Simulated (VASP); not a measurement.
# 1T-CaI2 monolayer and its bilayer, part 2 of 6

What are the lattice, gap and band positions of 1T-CaI2 monolayer, and what does a second sheet change?

VASP 6.6.1, plane waves and PAW; the level of theory is named at each step.

So far. Step 2 (Relaxing the monolayer): The run ended after 3 ionic steps, 0.025 eV below its first step, once forces and stress met EDIFFG = -0.015.

## (3) A second relaxation

Level of this step: optB86b-vdW; plane waves and PAW (Ca_pv, I) (VASP).

The plane waves were chosen for the start cell, so the relaxation is repeated from its end.

INCAR reads:

```
SYSTEM = CaI2
PREC = Normal
ENCUT = 350
EDIFF = 1E-06
NELM = 120
ISMEAR = 0
SIGMA = 0.03
LREAL = .FALSE.
ALGO = Normal
GGA = MK
AGGAC = 0
LUSE_VDW = .TRUE.
PARAM1 = 0.1234
PARAM2 = 1
LASPH = .TRUE.
NBANDS = 17
LORBIT = 11
LWAVE = .FALSE.
LCHARG = .FALSE.
KPAR = 4
IBRION = 2
NSW = 30
ISIF = 3
EDIFFG = -0.015
POTIM = 0.4
IDIPOL = 3
LDIPOL = .TRUE.
DIPOL = 0.5 0.5 0.5
LATTICE_CONSTRAINTS = .TRUE. .TRUE. .FALSE.
```

POSCAR reads:

```
CaI2
1.0
    4.4429426768      0.0000000000      0.0000000000
   -2.2214713384      3.8477012256      0.0000000000
    0.0000000000      0.0000000000     22.0000000000
Ca I
1 2
Direct
    0.0000000000      0.0000000000      0.5000000000
    0.3333333333      0.6666666667      0.4188050484
    0.6666666667      0.3333333333      0.5811949516
```

KPOINTS reads:

```
Automatic mesh
0
Gamma
9 9 1
0 0 0
```

PAW data sets: Ca_pv and I (PBE family, release 64).

On the command line:

```
> mpirun -np 4 vasp_std
```

Output:

```text
[banner, memory and clock lines left out]
running    4 mpi-ranks, on    1 nodes
 distrk:  each k-point on    1 cores,    4 groups
 distr:  one band on    1 cores,    1 groups

 POSCAR found type information on POSCAR CaI
 POSCAR found :  2 types and       3 ions
 [... a notice as in an earlier step ...]

 [... a notice as in an earlier step ...]

 LDA part: xc-table for (Slater+PW92), standard interpolation
 POSCAR, INCAR and KPOINTS ok, starting setup
 FFT: planning ... GRIDC
 FFT: planning ... GRID_SOFT
 FFT: planning ... GRID
 WAVECAR not read
 entering main loop
       N       E                     dE             d eps       ncg     rms          rms(c)
DAV:   1     0.161197725598E+03    0.16120E+03   -0.64739E+03   450   0.755E+02
DAV:   2     0.227469875795E+02   -0.13845E+03   -0.13303E+03   525   0.202E+02
DAV:   3    -0.217094358273E+01   -0.24918E+02   -0.24175E+02   472   0.925E+01
DAV:   4    -0.382986285487E+01   -0.16589E+01   -0.16570E+01   608   0.281E+01
DAV:   5    -0.387953180265E+01   -0.49669E-01   -0.49665E-01   670   0.452E+00    0.350E+00
DAV:   6    -0.383961627126E+01    0.39916E-01   -0.12499E-01   607   0.232E+00    0.188E+00
DAV:   7    -0.384455912442E+01   -0.49429E-02   -0.13855E-01   597   0.231E+00    0.587E-01
DAV:   8    -0.384854346913E+01   -0.39843E-02   -0.14402E-02   616   0.793E-01    0.216E-01
DAV:   9    -0.384783506695E+01    0.70840E-03   -0.69905E-04   639   0.211E-01    0.124E-01
DAV:  10    -0.384660746154E+01    0.12276E-02   -0.10145E-03   592   0.185E-01    0.110E-01
DAV:  11    -0.384667920201E+01   -0.71740E-04   -0.85268E-05   538   0.616E-02    0.539E-02
DAV:  12    -0.384624968622E+01    0.42952E-03   -0.11515E-04   578   0.538E-02    0.145E-01
DAV:  13    -0.384626123101E+01   -0.11545E-04   -0.47132E-05   464   0.309E-02    0.713E-02
DAV:  14    -0.384626842067E+01   -0.71897E-05   -0.45341E-06   434   0.139E-02    0.322E-02
DAV:  15    -0.384634973778E+01   -0.81317E-04   -0.78492E-05   536   0.349E-02    0.944E-03
DAV:  16    -0.384637116725E+01   -0.21429E-04   -0.15980E-06   573   0.577E-03    0.384E-03
DAV:  17    -0.384640644582E+01   -0.35279E-04   -0.29214E-06   495   0.775E-03    0.497E-03
DAV:  18    -0.384640772507E+01   -0.12793E-05   -0.60615E-08   517   0.153E-03    0.366E-03
DAV:  19    -0.384640769158E+01    0.33495E-07   -0.31341E-07   416   0.245E-03
   1 F= -.38464077E+01 E0= -.38464077E+01  d E =-.384641E+01
 curvature:   0.00 expect dE= 0.000E+00 dE for cont linesearch  0.000E+00
 trial: gam= 0.00000 g(F)=  0.117E-04 g(S)=  0.195E-04 ort = 0.000E+00 (trialstep = 0.100E+01)
 search vector abs. value=  0.311E-04
 reached required accuracy - stopping structural energy minimisation
```

Wall time 61 s (4 MPI ranks of Intel Xeon 6975P-C (Granite Rapids), shared host); peak memory 1.9 GiB.

From OUTCAR (step 3):

```text
  LATTYP: Found a hexagonal cell.
 ALAT       =     4.4429426768
 C/A-ratio  =     4.9516731591

The static configuration has the point symmetry D_3d.

 Found     12 irreducible k-points:

   dimension x,y,z NGX =    20 NGY =   20 NGZ =  108
   dimension x,y,z NGXF=    40 NGYF=   40 NGZF=  216

   ENCUT  =  350.0 eV  25.72 Ry    5.07 a.u.   6.78  6.78 33.56*2*pi/ulx,y,z

   NELECT =      22.0000    total number of electrons

 E-fermi :  -3.9467

 k-point     1 :       0.0000    0.0000    0.0000
  band No.  band energies     occupation
    ...
      7      -4.8010      2.00000
      8      -4.8010      2.00000
      9      -4.6165      2.00000
     10      -4.1578      2.00000
     11      -4.1578      2.00000
     12       0.3805      0.00000
     13       0.4613      0.00000
     14       0.4613      0.00000
     15       0.6298      0.00000
     16       1.3249      0.00000
    ...

 k-point     2 :       0.1111   -0.0000    0.0000
  band No.  band energies     occupation
    ...
      7      -5.0918      2.00000
      8      -4.8158      2.00000
      9      -4.4845      2.00000
     10      -4.4781      2.00000
     11      -4.2412      2.00000
     12       0.3152      0.00000
     13       0.5934      0.00000
     14       0.6325      0.00000
     15       0.8267      0.00000
     16       1.1354      0.00000
    ...

Total vdW correction in eV:      5.0552048

  Total       -0.0275040     -0.0275040     -0.0625353      0.0000000      0.0000000      0.0000000
  in kB       -0.1171688     -0.1171688     -0.2664043      0.0000000      0.0000000      0.0000000
  external PRESSURE =      -0.1669140 kB  Pullay stress =       0.0000000 kB

  energy-cutoff  :      350.00
  volume of cell :      376.09
      direct lattice vectors                 reciprocal lattice vectors
     4.442942677  0.000000000  0.000000000     0.225076053  0.129947720  0.000000000
    -2.221471338  3.847701226  0.000000000     0.000000000  0.259895439  0.000000000
     0.000000000  0.000000000 22.000000000     0.000000000  0.000000000  0.045454545

 POSITION                                       TOTAL-FORCE (eV/Angst)
 -----------------------------------------------------------------------------------
      0.00000      0.00000     11.00000         0.000000      0.000000      0.000000
     -0.00000      2.56513      9.21371        -0.000000      0.000000      0.012304
      2.22147      1.28257     12.78629         0.000000     -0.000000     -0.012304
 -----------------------------------------------------------------------------------
    total drift:                                0.000000      0.000000      0.000000

  FREE ENERGIE OF THE ION-ELECTRON SYSTEM (eV)
  ---------------------------------------------------
  free  energy   TOTEN  =        -3.8464076916 eV

  energy  without entropy=       -3.8464076916  energy(sigma->0) =       -3.84640769

Total vdW correction in eV:      5.0552098

 vacuum level on the upper side and lower side of the slab         2.452         2.452

 total charge
# of ion       s       p       d       tot
------------------------------------------
    1        0.182   6.152   0.426   6.759
    2        1.503   2.835   0.007   4.345
    3        1.503   2.835   0.007   4.345
--------------------------------------------------
tot          3.188  11.821   0.440  15.448

[... 4 parts as in an earlier step ...]

[... 7 further parts left out ...]
```

CONTCAR:

```
CaI2
   1.00000000000000
     4.4429426768000004    0.0000000000000000    0.0000000000000000
    -2.2214713384000002    3.8477012255999998    0.0000000000000000
     0.0000000000000000    0.0000000000000000   22.0000000000000000
  Ca              I
     1     2
Direct
     0.0000000000000000    0.0000000000000000    0.5000000000000000
     0.3333333332999970    0.6666666667000030    0.4188050484000030
     0.6666666667000030    0.3333333332999970    0.5811949515999970
```

Little changed from the start: no atom moved by 0.005 Å and no cell edge by 0.1 %.

This step gave:

| Quantity | Value |
| --- | --- |
| electronic steps | 19 |
| free energy (TOTEN) | -3.846 eV |

The start already met the threshold, so nothing moved.

## (4) Potential and states of the slab

A static run writes the electrostatic potential without exchange and correlation (LVHAR), which is flat in the vacuum and gives the level to count from. The dipole correction cancels the field that unlike faces would set up across the vacuum.

INCAR reads:

```
SYSTEM = CaI2
PREC = Normal
ENCUT = 350
EDIFF = 1E-06
NELM = 120
ISMEAR = 0
SIGMA = 0.03
LREAL = .FALSE.
ALGO = Fast
GGA = MK
AGGAC = 0
LUSE_VDW = .TRUE.
PARAM1 = 0.1234
PARAM2 = 1
LASPH = .TRUE.
NBANDS = 17
LORBIT = 11
LWAVE = .FALSE.
LCHARG = .TRUE.
IDIPOL = 3
LDIPOL = .TRUE.
DIPOL = 0.5 0.5 0.5
LVHAR = .TRUE.
LVACPOTAV = .TRUE.
NEDOS = 1500
LELF = .TRUE.
```

POSCAR is that of step 3.

KPOINTS is that of step 3.

KPOINTS_OPT reads:

```
Line mode
14
Line-mode
Reciprocal
  0.00000000   0.00000000   0.00000000 GAMMA
  0.50000000   0.00000000   0.00000000 M

  0.50000000   0.00000000   0.00000000 M
  0.33333333   0.33333333   0.00000000 K

  0.33333333   0.33333333   0.00000000 K
  0.00000000   0.00000000   0.00000000 GAMMA
```

On the command line:

```
> mpirun -np 4 vasp_std
```

Output:

```text
[banner, memory and clock lines left out]
running    4 mpi-ranks, on    1 nodes
 distrk:  each k-point on    4 cores,    1 groups
 distr:  one band on    1 cores,    4 groups

 POSCAR found type information on POSCAR CaI
 POSCAR found :  2 types and       3 ions
 [... a notice as in an earlier step ...]

 [... a notice as in an earlier step ...]

 LDA part: xc-table for (Slater+PW92), standard interpolation
|                                                                             |
|           W    W    AA    RRRRR   N    N  II  N    N   GGGG   !!!           |
|           W    W   A  A   R    R  NN   N  II  NN   N  G    G  !!!           |
|           W    W  A    A  R    R  N N  N  II  N N  N  G       !!!           |
|           W WW W  AAAAAA  RRRRR   N  N N  II  N  N N  G  GGG   !            |
|           WW  WW  A    A  R   R   N   NN  II  N   NN  G    G                |
|           W    W  A    A  R    R  N    N  II  N    N   GGGG   !!!           |
|                                                                             |
|     The number of bands has been changed from the values supplied in        |
|     The orbitals not found in the WAVECAR file will be initialized with     |
|     random numbers, which is usually adequate. For correlated               |
|     calculations, however, you should redo the groundstate calculation.     |
|     I found NBANDS = 17. Now, NBANDS = 20.                                  |
|                                                                             |

 POSCAR, INCAR and KPOINTS ok, starting setup
 FFT: planning ... GRIDC
 FFT: planning ... GRID_SOFT
 FFT: planning ... GRID
 WAVECAR not read
 entering main loop
       N       E                     dE             d eps       ncg     rms          rms(c)
DAV:   1     0.157334807772E+03    0.15733E+03   -0.64219E+03   544   0.634E+02
DAV:   2     0.214552839867E+02   -0.13588E+03   -0.12758E+03   604   0.177E+02
DAV:   3    -0.216960466737E+01   -0.23625E+02   -0.22890E+02   580   0.786E+01
DAV:   4    -0.383822918611E+01   -0.16686E+01   -0.16665E+01   688   0.247E+01
DAV:   5    -0.387958872516E+01   -0.41360E-01   -0.41357E-01   744   0.379E+00    0.349E+00
RMM:   6    -0.383881828815E+01    0.40770E-01   -0.95805E-02   675   0.164E+00    0.206E+00
RMM:   7    -0.384816528155E+01   -0.93470E-02   -0.24462E-01   681   0.228E+00    0.404E-01
RMM:   8    -0.384869276753E+01   -0.52749E-03   -0.16124E-02   836   0.892E-01    0.374E-01
RMM:   9    -0.384760641749E+01    0.10864E-02   -0.41300E-03   828   0.450E-01    0.117E-01
RMM:  10    -0.384705730965E+01    0.54911E-03   -0.44780E-03   728   0.334E-01    0.119E-01
RMM:  11    -0.384696967636E+01    0.87633E-04   -0.47093E-04   853   0.160E-01    0.722E-02
RMM:  12    -0.384714692741E+01   -0.17725E-03   -0.22403E-04   881   0.723E-02    0.104E-01
RMM:  13    -0.384633663364E+01    0.81029E-03   -0.25294E-03   882   0.182E-01    0.796E-02
RMM:  14    -0.384627369133E+01    0.62942E-04   -0.10170E-04   770   0.629E-02    0.424E-02
RMM:  15    -0.384626963077E+01    0.40606E-05   -0.34077E-04   765   0.794E-02    0.359E-02
RMM:  16    -0.384631343967E+01   -0.43809E-04   -0.91402E-05   734   0.542E-02    0.169E-02
RMM:  17    -0.384637369736E+01   -0.60258E-04   -0.51307E-05   709   0.266E-02    0.931E-03
RMM:  18    -0.384639996768E+01   -0.26270E-04   -0.14587E-05   762   0.168E-02    0.729E-03
RMM:  19    -0.384640189116E+01   -0.19235E-05   -0.25078E-06   667   0.889E-03    0.561E-03
RMM:  20    -0.384640456886E+01   -0.26777E-05   -0.94626E-07   574   0.718E-03    0.667E-03
RMM:  21    -0.384640802923E+01   -0.34604E-05   -0.56487E-06   717   0.122E-02    0.410E-03
RMM:  22    -0.384640770906E+01    0.32017E-06   -0.71922E-07   515   0.548E-03
|                                                                             |
|           W    W    AA    RRRRR   N    N  II  N    N   GGGG   !!!           |
|           W    W   A  A   R    R  NN   N  II  NN   N  G    G  !!!           |
|           W    W  A    A  R    R  N N  N  II  N N  N  G       !!!           |
|           W WW W  AAAAAA  RRRRR   N  N N  II  N  N N  G  GGG   !            |
|           WW  WW  A    A  R   R   N   NN  II  N   NN  G    G                |
|           W    W  A    A  R    R  N    N  II  N    N   GGGG   !!!           |
|                                                                             |
|     Did not find any points to average over, which means that no vacuum     |
|     field-free region was found. Please increase the size of  your cell     |
|     in the dimension of the dipole correction to obtain accurate            |
|     workfunction values.                                                    |
|                                                                             |

   1 F= -.38464077E+01 E0= -.38464077E+01  d E =-.477190E-11
 Start KPOINTS_OPT (optional k-point list driver)
k-point batch [1-12\42]
       N       E                     dE             ncg
DAV:   1    -0.127892421513E+04   -0.34160E+04      496
DAV:   2    -0.288891087345E+04   -0.16100E+04      604
DAV:   3    -0.321394489919E+04   -0.32503E+03      584
DAV:   4    -0.323511056517E+04   -0.21166E+02      720
DAV:   5    -0.323582527094E+04   -0.71471E+00      740
DAV:   6    -0.323583622960E+04   -0.10959E-01      740
DAV:   7    -0.323583697547E+04   -0.74587E-03      776
DAV:   8    -0.323583699328E+04   -0.17811E-04      752
DAV:   9    -0.323583699397E+04   -0.69515E-06      468
[...]
k-point batch [37-42\42]
       N       E                     dE             ncg
DAV:   1     0.147623776252E+04   -0.10295E+04      264
DAV:   2     0.737378009007E+03   -0.73886E+03      280
DAV:   3     0.577916239142E+03   -0.15946E+03      308
DAV:   4     0.568731021957E+03   -0.91852E+01      324
DAV:   5     0.568403922992E+03   -0.32710E+00      360
DAV:   6     0.568396772067E+03   -0.71509E-02      348
DAV:   7     0.568396466603E+03   -0.30546E-03      408
DAV:   8     0.568396456973E+03   -0.96298E-05      348
DAV:   9     0.568396456451E+03   -0.52171E-06      280
```

The job ended after 35 s (4 MPI ranks; peak memory 1 GiB; 1.8 min of CPU time).

OUTCAR, selected parts (step 4):

```text
The static configuration has the point symmetry D_3d.

 Found     12 irreducible k-points:

   k-points           NKPTS =     12   k-points in BZ     NKDIM =     12   number of bands    NBANDS=     20

   NELECT =      22.0000    total number of electrons

 E-fermi :  -4.0299

 k-point     1 :       0.0000    0.0000    0.0000
  band No.  band energies     occupation
    ...
      7      -4.8014      2.00000
      8      -4.8014      2.00000
      9      -4.6169      2.00000
     10      -4.1582      2.00000
     11      -4.1582      2.00000
     12       0.3802      0.00000
     13       0.4610      0.00000
     14       0.4610      0.00000
     15       0.6297      0.00000
     16       1.3248      0.00000
    ...

 k-point     2 :       0.1111   -0.0000    0.0000
  band No.  band energies     occupation
    ...
      7      -5.0922      2.00000
      8      -4.8162      2.00000
      9      -4.4849      2.00000
     10      -4.4785      2.00000
     11      -4.2415      2.00000
     12       0.3149      0.00000
     13       0.5930      0.00000
     14       0.6323      0.00000
     15       0.8266      0.00000
     16       1.1353      0.00000
    ...

Total vdW correction in eV:      5.0552242

  Total       -0.0243568     -0.0243568     -0.0580153      0.0000000     -0.0000000      0.0000000
  in kB       -0.1037614     -0.1037614     -0.2471486      0.0000000     -0.0000000      0.0000000
  external PRESSURE =      -0.1515572 kB  Pullay stress =       0.0000000 kB

 POSITION                                       TOTAL-FORCE (eV/Angst)
 -----------------------------------------------------------------------------------
      0.00000      0.00000     11.00000         0.000000      0.000000      0.000000
     -0.00000      2.56513      9.21371        -0.000000      0.000000      0.011920
      2.22147      1.28257     12.78629        -0.000000      0.000000     -0.011920
 -----------------------------------------------------------------------------------
    total drift:                                0.000000      0.000000      0.000000

  FREE ENERGIE OF THE ION-ELECTRON SYSTEM (eV)
  ---------------------------------------------------
  free  energy   TOTEN  =        -3.8464077091 eV

  energy  without entropy=       -3.8464077091  energy(sigma->0) =       -3.84640771

Total vdW correction in eV:      5.0552141

 vacuum level on the upper side and lower side of the slab         2.598         2.598

[... 9 parts as in an earlier step ...]

[... 5 further parts left out ...]
```

This step gave:

```yaml
electronic_steps: 22
fermi_energy: -4.030 eV
least_gap_on_mesh_and_path: 3.793 eV
least_direct_gap_on_mesh_and_path: 4.435 eV
vacuum_levels: 2.598, 2.598 eV
ionisation_potentials_of_the_upper_and_lower_face: 6.756, 6.756 eV
electron_affinities_of_the_upper_and_lower_face: 2.963, 2.963 eV
```

The electronic bands at the labelled points (eV, zero at the valence-band top; v1 is the highest filled band, c1 the lowest empty one):

```csv
point,v4,v3,v2,v1,c1,c2,c3,c4
Γ,-0.64,-0.46,0.00,0.00,4.54,4.62,4.62,4.79
M,-0.84,-0.81,-0.71,-0.67,3.79,5.50,5.63,5.88
K,-1.67,-1.13,-0.78,-0.78,4.94,5.08,5.08,5.97
Γ,-0.64,-0.46,0.00,0.00,4.54,4.62,4.62,4.79
```

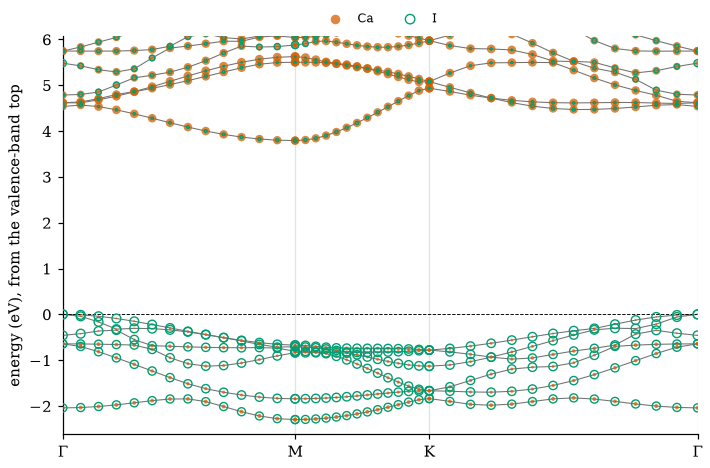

Electronic bands along the path; dots are coloured as in the legend, and their area grows with the weight.

Zero at the Fermi level. Table of planar average of the electrostatic potential by height:

```csv
height (Å),planar average of the electrostatic potential (eV)
0,6.63
2,6.63
4,6.63
6,6.62
8,5.30
10,-1.49
12,-1.49
14,5.30
16,6.62
18,6.63
20,6.63
```

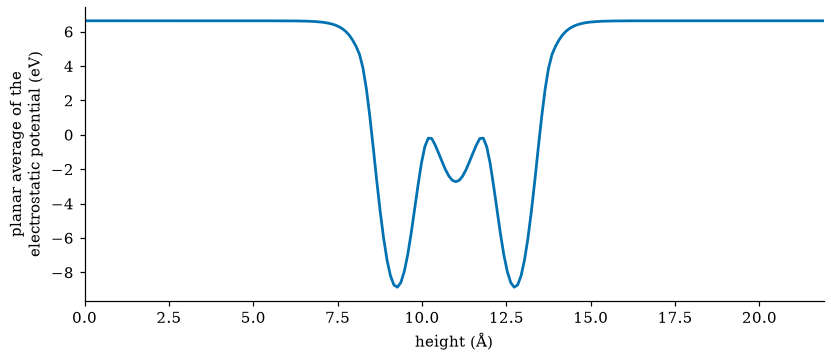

Planar average of the electrostatic potential, plotted against height.

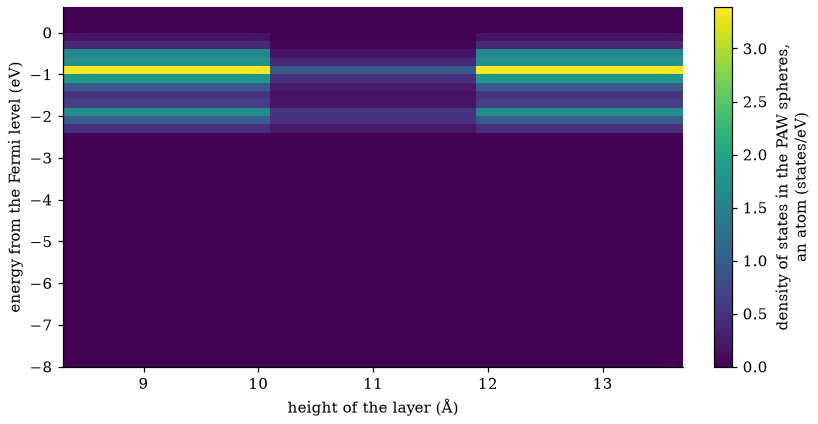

Density of states in the PAW spheres, an atom over height of the layer and energy from the Fermi level.

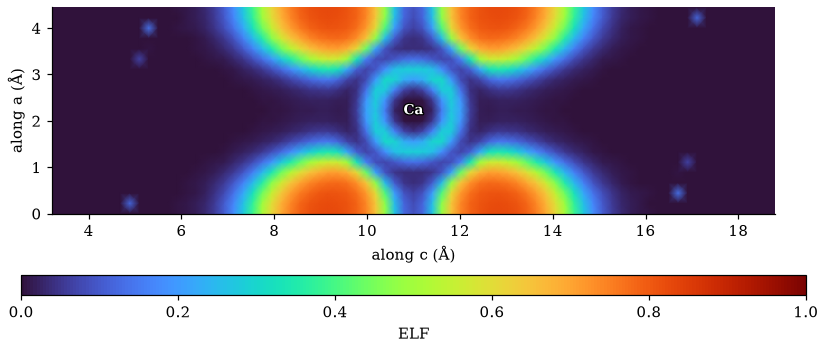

ELF in the ca plane at fractional y = 0.000, with atoms of Ca within 0.2 Å of it. It is the smooth field of the valence electrons, not physical close to the nuclei. The map starts off the cell's origin, so that atoms lie inside it. The far vacuum is left out of the map.

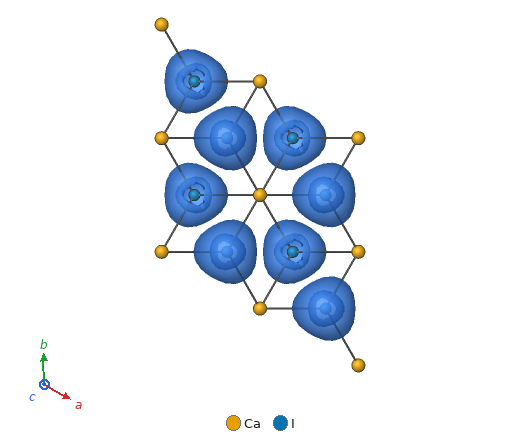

Surface of ELF = 0.85. 2×2×1 cells are drawn.

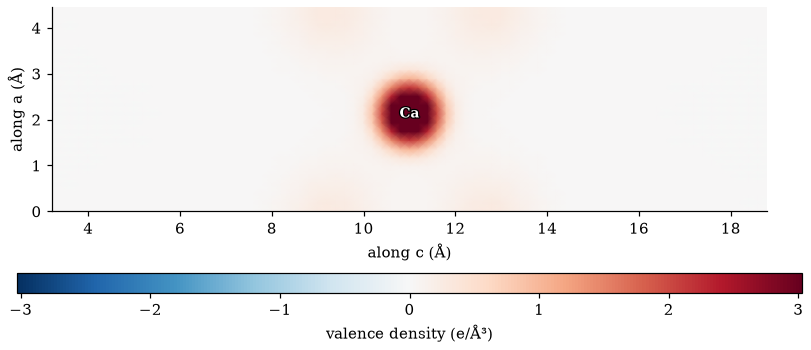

Valence density in the ca plane at fractional y = 0.000, with atoms of Ca within 0.2 Å of it. It is the smooth field of the valence electrons, not physical close to the nuclei. The map starts off the cell's origin, so that atoms lie inside it. The far vacuum is left out of the map.

The map of layer states is cut here 0.5 eV above the Fermi level, so it leaves out the states above that.

The vacuum level lies 6.76 eV above the highest filled level at the upper face; both faces agree, as the slab has next to no dipole.

The program found no field-free point at its default tolerance, but its printed level agrees with the flat part of the planar average.

[end of part 2 of 6]

[Lines on the potential files, build, host, timing and source positions are cut from VASP's logs without a mark.]

[Logs are printed without paths, hosts, clocks, repeated set-up lines and the standing remarks that a program may print on its own settings, such as how far it seeks lower states.]

[Hosts, paths, dates, database ids (printed as entryN), source tags and the programs' standing remarks are cut or masked in the printed files.]

[Runs that stopped without an error message from VASP are left out.]
